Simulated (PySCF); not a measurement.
**The bond of GaPb, level by level**

Aim: find the lowest electronic state of GaPb, scan its bond at several levels of theory, and get bond length, wavenumber and dissociation energy from each curve.

The runs use PySCF 2.14.0; Ga def2-SVP, Pb def2-SVP with ECP60, scalar-relativistic core potentials.

## Step 1: Input

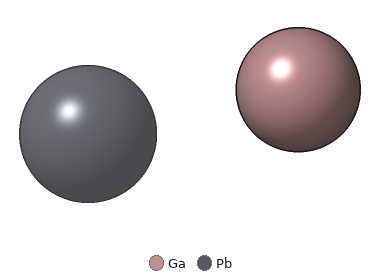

The two atoms at the starting distance (gallium pink, lead dark grey).

Settings of the job:

* atoms: Ga, Pb
* charge: 0
* basis: Ga def2-SVP, Pb def2-SVP with ECP60
* Hamiltonian: scalar-relativistic core potentials
* basis functions: 58
* electrons treated: 53
* masses in u: 68.9256, 207.9766
* levels: PBE0, PBE, r²SCAN, MN15, PBEsol, BLYP, HF, MP2, SCS-MP2, CCSD, CCSD(T)
* grid: 80 radial by 434 angular points
* occupations: held fixed by the projection of orbital angular momentum
* dissociation limit: Ga + Pb, each in its ground configuration
* starting distance in angstrom: 2.600
* values of 2S to try: 1, 3

Command:

```
> OMP_NUM_THREADS=1 python dia.py task.json out
```

The runs that follow: The PBE0 curve of the state that the search chose; Excited determinants; PBE (GGA); r²SCAN; MN15 (hybrid meta-GGA); PBEsol (GGA); BLYP; UHF (mean field); Adding correlation.

What does the calculation give? Wanted: for each run, Re; ωe; De; μ.

The runs gave:

Lowest PBE0 solution found, without spin–orbit coupling: ⁴Σ⁻ (quartet), unpaired electrons σ ↑, π ↑↑. State 2 has its PBE0 minimum 0.37 eV higher, as a spin-mixed determinant (⟨S²⟩ = 1.76), so this is no gap between pure states. State 3 has its PBE0 minimum 0.39 eV higher, as a spin-mixed determinant (⟨S²⟩ = 1.76), so this is no gap between pure states. State 4 has its PBE0 minimum 0.73 eV higher. The other levels ran on the lowest alone.

```tsv
level	Re (Å)	ωe (cm⁻¹)	De (eV)	μ (D)
UHF	2.804	148.5	1.17	-1.79
UHF-MP2	2.710	172.7	1.82	n/a
UHF-SCS-MP2	2.723	168.4	1.59	n/a
UHF-CCSD	2.749	164.0	1.70	n/a
UHF-CCSD(T)	2.745	165.0	1.79	n/a
PBE	2.754	157.6	2.20	-0.25
PBEsol	2.715	165.2	2.40	-0.23
BLYP	2.805	146.1	1.97	-0.36
r²SCAN	2.718	165.7	2.19	-0.35
PBE0	2.722	166.1	2.05	-0.49
MN15	2.708	170.1	2.18	-0.42
```

De is counted to Ga + Pb in their ground configurations. A positive dipole means Ga(−)Pb(+).

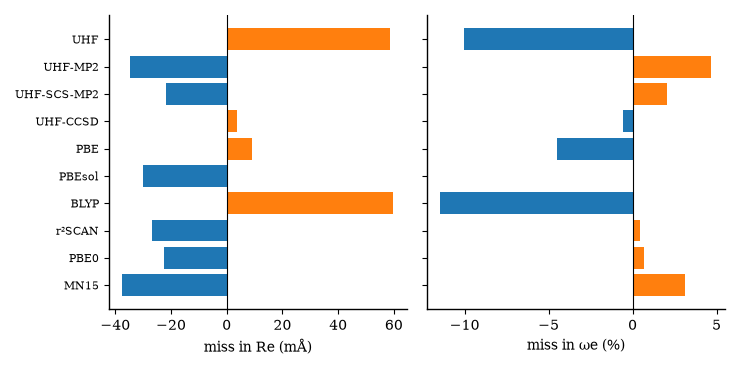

Differences in bond length and wavenumber from CCSD(T) in the same basis.

In words: Against CCSD(T) in the same basis, the bond length is nearest at UHF-CCSD (+4 mÅ) and farthest at BLYP (+60 mÅ); the wavenumber is nearest at PBEsol (+0.1 %) and farthest at BLYP (-11.4 %). CCSD(T) in a basis this small is itself some way from its limit, more so than the functionals. Among the levels with a De in the table, it runs from 1.17 eV (UHF) to 2.40 eV (PBEsol).

Correlated steps freeze 13 core orbitals. Spin–orbit coupling is left out, which matters for elements this heavy, above all for dissociation energies. With spin–orbit coupling the term label itself may not hold.
